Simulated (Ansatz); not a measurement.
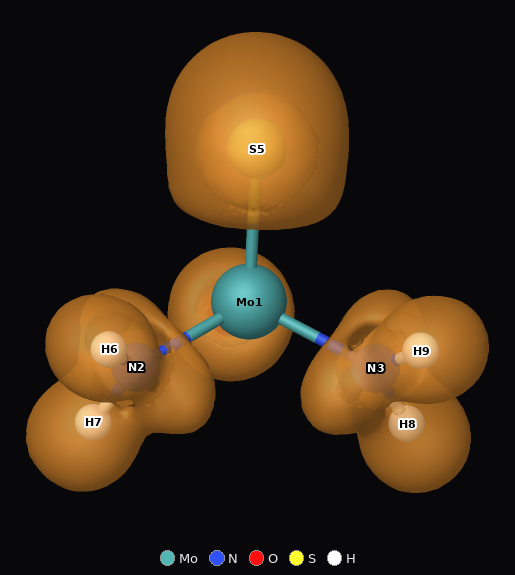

*H4MoN2OS (SMILES [NH2][Mo]([NH2])(=[O])=[S]). Isosurface of the electron localisation function at 0.75 (orange), seen across its widest extent. Only the valence region is drawn (cores and ρ < 0.01 e/Å³ removed).*

Geometry: PBE0-D4/def2-SVP; core potentials replace the inner electrons of Mo.

The calculation used isolated molecule in a Gaussian basis; Kohn-Sham density functional theory, functional PBE0 in Ansatz 0.2.0.

The calculation's input:

```
crystal:
  periodic: [false, false, false]
  atoms:
    - {symbol: Mo, position_ang: [0.455590, -0.077283, -0.441641]}
    - {symbol: "N", position_ang: [-1.372721, 0.378143, -0.816473]}
    - {symbol: "N", position_ang: [0.720643, -0.401068, 1.433337]}
    - {symbol: O, position_ang: [0.789181, -1.503999, -1.246133]}
    - {symbol: S, position_ang: [1.677585, 1.567217, -1.009107]}
    - {symbol: H, position_ang: [-1.753984, 1.319370, -0.808810]}
    - {symbol: H, position_ang: [-2.069205, -0.307059, -1.096225]}
    - {symbol: H, position_ang: [0.671456, -1.327142, 1.849048]}
    - {symbol: H, position_ang: [0.970054, 0.305421, 2.118902]}
basis:
  gaussian: {orbitals: def2-TZVPD}
hamiltonian: {xc: {name: PBE0}}
output: {forces: true, orbitals: {seedname: orbitals}}
```

Launched as:

```sh
ansatz run input.yaml --threads 2 --pin off --max-ram 5220MiB --events-out events.jsonl --progress --plain --runs-dir runs
```

**What do the ELF domains correspond to?**

The ELF exceeds this value in one ring or bowl of non-bonding electrons around S, one region wrapped around O (its valence shell) and two joined regions spread over several atoms (H, N), in which their bonds and any lone pairs are merged.

Values along the shortest contacts:
Mo–O (1.67 Å): the ELF peaks at about 0.80 in the valence shell of O, 0.5 Å from its nucleus, and drops to about 0.40 between the two atoms. Mo–N (1.92 Å): the ELF peaks at about 0.90 in the valence shell of N, 0.6 Å from its nucleus, and is about 0.35 at the midpoint.
